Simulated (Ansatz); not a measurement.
TaH3O2Cl3F: several calculations on one system

**1. Relaxation**

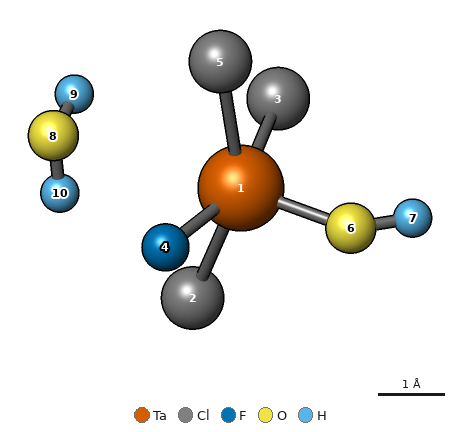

Starting structure of TaH3O2Cl3F. A ball-and-stick model, seen from a free direction.

The run prepares an end point of a later path (reaction) calculation, from a guessed geometry.

Computed with RKS PBE-D4/def2-SVP in Ansatz.

The input:
```yaml
crystal:
  periodic: [false, false, false]
  atoms:
    - { symbol: Ta, position_ang: [-0.208891, -0.121751, 0.166175] }
    - { symbol: Cl, position_ang: [2.136918, -0.776355, 0.381042] }
    - { symbol: Cl, position_ang: [-0.315546, -0.205557, 2.518382] }
    - { symbol: F, position_ang: [0.300325, 0.554143, -1.522204] }
    - { symbol: Cl, position_ang: [-1.928812, 1.447415, 0.180088] }
    - { symbol: O, position_ang: [-1.065585, -1.701889, -0.294547] }
    - { symbol: H, position_ang: [-1.564617, -2.419101, 0.132367] }
    - { symbol: O, position_ang: [1.577495, 2.377118, 1.064978] }
    - { symbol: H, position_ang: [1.396059, 2.330538, 2.02396] }
    - { symbol: H, position_ang: [2.315854, 1.723138, 0.954258] }
basis:
  gaussian: { orbitals: def2-SVP }
hamiltonian:
  xc: pbe
  dispersion: d4
relax:
  f_tol: 0.03
  max_steps: 50
```

Command:
```bash
ansatz run input.yaml --threads 4 --pin off --max-ram 5120MiB --backend cpu --events-out ev --progress --plain --runs-dir out
```

Question: Where does the relaxation end?

Answer: The largest move after the best rigid fit is that of O8, 0.61 Å. By element the largest moves are O 0.61 Å, H 0.43 Å, Ta 0.29 Å, Cl 0.27 Å, F 0.20 Å. Near-neighbour distances that change, for instance: Ta1–O8 3.201 → 2.316 Å, Ta1–H9 3.470 → 2.783 Å, Ta1–H10 3.225 → 2.753 Å, Ta1–Cl2 2.445 → 2.398 Å. New bonds form, among them: Ta1–O8 (3.20 → 2.32 Å). Among the angles between lasting bonds that change: Ta1–O6–H7 139.1° → 167.1°, Cl2–Ta1–Cl5 152.7° → 162.5°, Cl2–Ta1–O6 103.7° → 97.4°. The energy falls by 0.610 eV in 17 accepted moves (23 points after the start). Largest force component: 1.1 eV/Å at the start, 0.02 eV/Å at the end. The line search rejected the trial steps at points 9, 13, 16, 18, 20, 22 of the run. The forces were under the threshold at step 17, but the run went on from there. Cost: 61 s on 4 threads of Arm Neoverse V2, on a shared host, peak memory 0.23 GiB.

Final geometry:

```xyz
10

Ta   -0.0516    0.0686    0.3101
Cl    2.1365   -0.9044    0.4302
Cl   -0.1863   -0.0385    2.6927
F     0.4303    0.6636   -1.4252
Cl   -1.8167    1.6198    0.2956
O    -0.9803   -1.4827   -0.0846
H    -1.3695   -2.3690   -0.1103
O     1.2261    1.9171    0.8725
H     1.0918    2.1027    1.8267
H     2.1630    1.6305    0.7968
```

The end point in the same view:

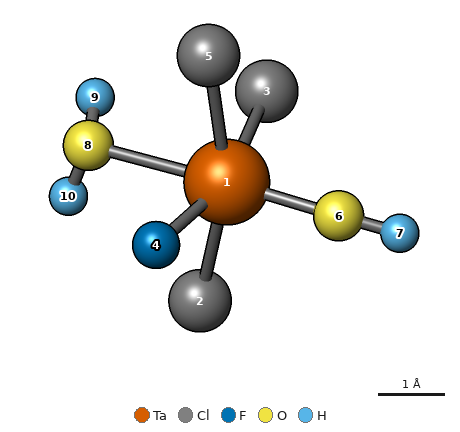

Limits of the set-up: the start holds two separate molecules, 2.6 Å apart at their closest, whose relative position is a soft coordinate.

**2. Relaxation**

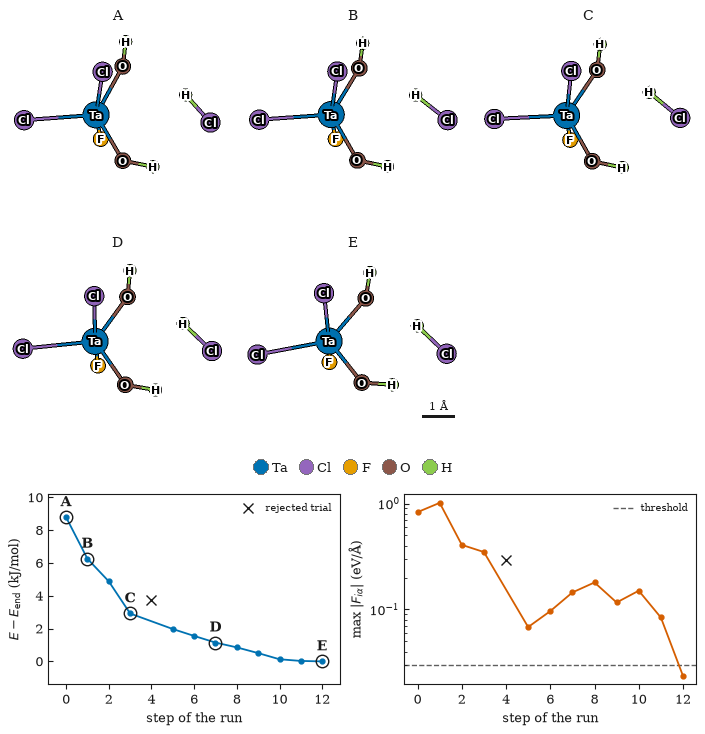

Frames of a relaxation of TaH3O2Cl3F, marked on the history of the run. Style: ball-and-stick. Shown at a tilt.

The run prepares an end point of a later path (reaction) calculation, from a guessed geometry.

All numbers below come from Ansatz, RKS PBE-D4/def2-SVP.

Input
```yaml
crystal:
  periodic: [false, false, false]
  atoms:
    - { symbol: Ta, position_ang: [-0.585592, 0.632236, 0.403125] }
    - { symbol: Cl, position_ang: [2.616323, -1.166451, 0.372342] }
    - { symbol: Cl, position_ang: [-0.790991, 0.408821, 2.763306] }
    - { symbol: F, position_ang: [0.022347, 0.967798, -1.363048] }
    - { symbol: Cl, position_ang: [-2.64528, 1.615542, 0.108498] }
    - { symbol: O, position_ang: [-0.649913, -1.223962, 0.122678] }
    - { symbol: H, position_ang: [0.102859, -1.851427, 0.11681] }
    - { symbol: O, position_ang: [1.003291, 1.740332, 0.85708] }
    - { symbol: H, position_ang: [1.089654, 1.915765, 1.816095] }
    - { symbol: H, position_ang: [2.480503, 0.169045, 0.407615] }
basis:
  gaussian: { orbitals: def2-SVP }
hamiltonian:
  xc: pbe
  dispersion: d4
relax:
  f_tol: 0.03
  max_steps: 50
```

Launched with:
```bash
ansatz run input.yaml --threads 4 --pin off --max-ram 5120MiB --backend cpu --events-out ev --progress --plain --runs-dir out
```

Q: What happens along the run?

A: After 11 accepted moves (12 points after the start) the energy has fallen by 8.79 kJ/mol. Largest force component: 0.83 eV/Å at the start, 0.024 eV/Å at the end. The line search rejected the trial step at point 4 of the run. The atom that moves furthest after the best rigid fit is Cl3 (0.48 Å). By element the largest moves are Cl 0.48 Å, H 0.37 Å, O 0.34 Å, F 0.24 Å, Ta 0.07 Å. Among the contacts that change: Ta1–H10 3.101 → 2.991 Å, Ta1–O8 1.990 → 1.957 Å, Ta1–Cl5 2.301 → 2.326 Å, Cl2–H10 1.343 → 1.328 Å. Bond angles that change, for instance: O6–Ta1–O8 127.7° → 109.3°, Cl5–Ta1–O8 120.4° → 137.8°, Cl3–Ta1–O6 93.0° → 99.3°. From step 0 to 1: H10 moves most (0.19 Å), energy −2.53 kJ/mol. From step 1 to 3: Cl and O atoms move most (0.11 Å), energy −3.34 kJ/mol. From step 3 to 7: Cl3 moves most (0.23 Å), energy −1.77 kJ/mol. From step 7 to 12: Cl atoms move most (0.21 Å), energy −1.15 kJ/mol.

| step | E − E(0), kJ/mol | largest force component, eV/Å | note |
| --- | --- | --- | --- |
| 0 | 0.00 | 0.8291 |  |
| 1 | -2.53 | 1.0142 |  |
| 2 | -3.91 | 0.4070 |  |
| 3 | -5.87 | 0.3483 |  |
| 4 | -5.04 | 0.2959 | rejected |
| 5 | -6.82 | 0.0682 |  |
| 6 | -7.24 | 0.0964 |  |
| 7 | -7.64 | 0.1447 |  |
| 8 | -7.94 | 0.1798 |  |
| 9 | -8.29 | 0.1164 |  |
| 10 | -8.66 | 0.1503 |  |
| 11 | -8.76 | 0.0840 |  |
| 12 | -8.79 | 0.0236 |  |

Limits of the set-up: the start holds two separate molecules, 2.2 Å apart at their closest, whose relative position is a soft coordinate.

**3. Path**

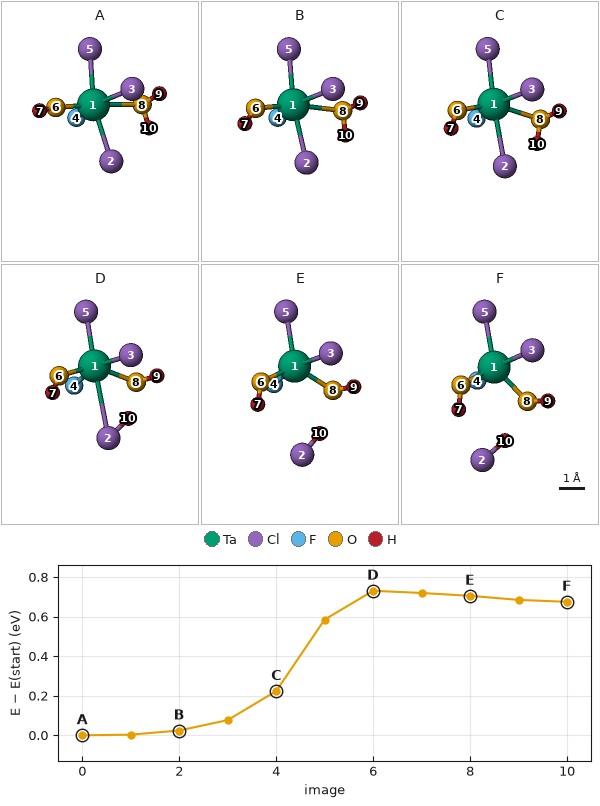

A search for the minimum-energy path of TaH3O2Cl3F by the nudged elastic band. Images are numbered from 0 (start) to 10 (end). Frames A to F are images 0, 2, 4, 6, 8, 10. Style: ball-and-stick. Shown at a tilt.

Method: RKS PBE-D4/def2-SVP in Ansatz. Run with 9 movable images; climbing image; force threshold 0.03 eV/Å; iteration limit 60; starting path through a guess of the saddle point.

Describe the mechanism and the energy profile.

Forward barrier 0.73 eV, backward barrier 0.06 eV, with image 6 at the top; the reaction energy is +0.68 eV. Breaking: O8–H10 (0.98 → 1.57 at the top → 1.86 Å), Ta1–Cl2 (2.40 → 2.98 at the top → 3.81 Å). Forming: Cl2–H10 (2.56 → 1.38 at the top → 1.33 Å). The band converged in 24 iterations, with a climbing image at the top.
